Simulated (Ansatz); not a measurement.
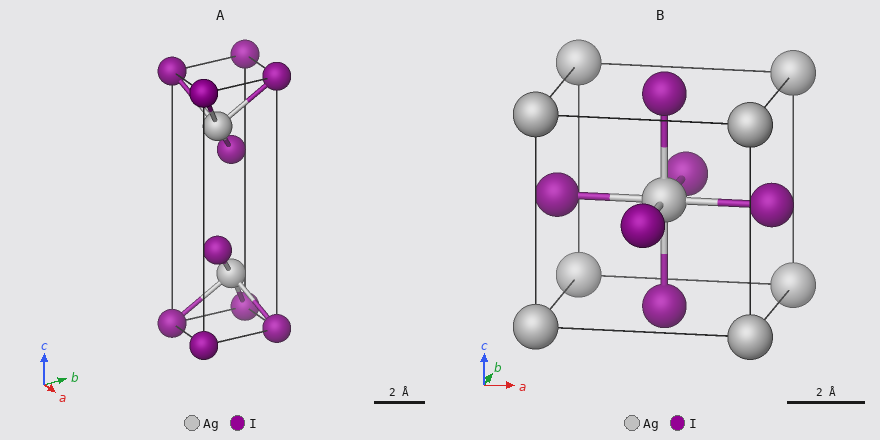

Two structures of Ag2I3, each relaxed to rest (conventional cells in solid outline, small ones repeated, not to one scale). Method: Ansatz, DFT PBE, scalar-relativistic, plane waves, PAW, without spin polarisation.

**State the structure in each panel.**

A: 5 atoms a cell on a primitive hexagonal lattice, P-3m1. B: 5 atoms a cell on a primitive cubic lattice, Pm-3m.

**Which polymorph is favoured?**

A is lower, by 343 meV/atom at this level of theory (energies at zero smearing). Volumes: A 33.4, B 37.3 Å³/atom.

One or both may be structure types tried for this composition rather than known phases.
